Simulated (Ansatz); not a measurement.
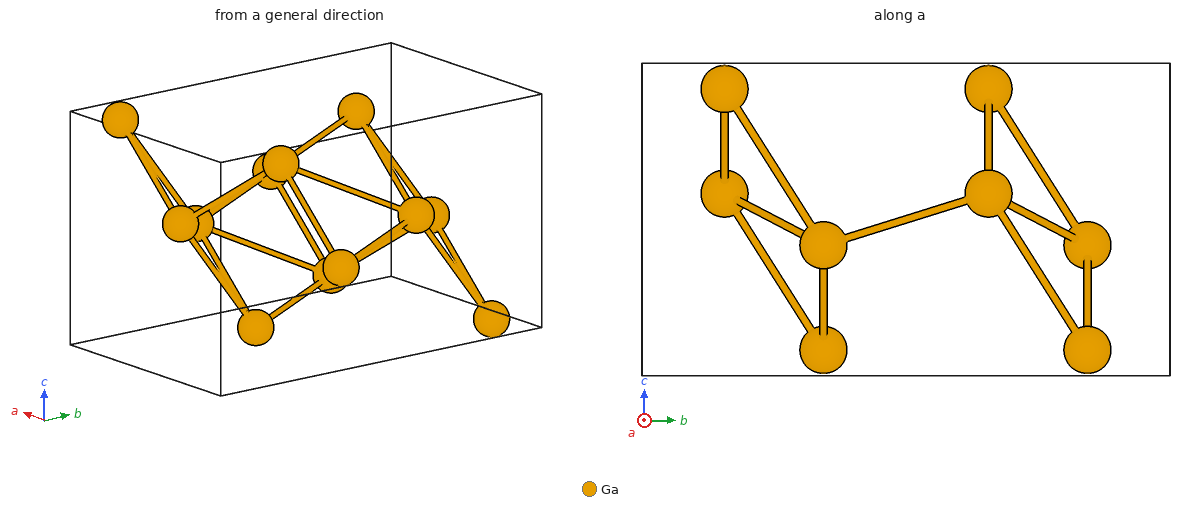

View from a general direction and along the a axis, drawn as a ball-and-stick model. Atoms at the boundary of the conventional unit cell (the box) are drawn once for each face, edge or corner they touch.

Lattice: a = 4.582 Å, b = 7.739 Å, c = 4.581 Å, α = 90.00°, β = 90.00°, γ = 90.00°.

The bonds drawn are Ga–Ga up to 2.84 Å (cut-off distances).

Question: How many atoms belong to the cell?

Answer: 8 (gallium), counting shared atoms by their share.

Question: Give the crystal system and centring.

Answer: Base-centred orthorhombic.

Question: Name the space group.

Answer: Cmce (No. 64), with Ga on 8f.

The initial geometry was a structure type known for this element. Earlier steps of the study may have refined or changed the cell and positions. Ansatz was used for an electronic-structure calculation on it.
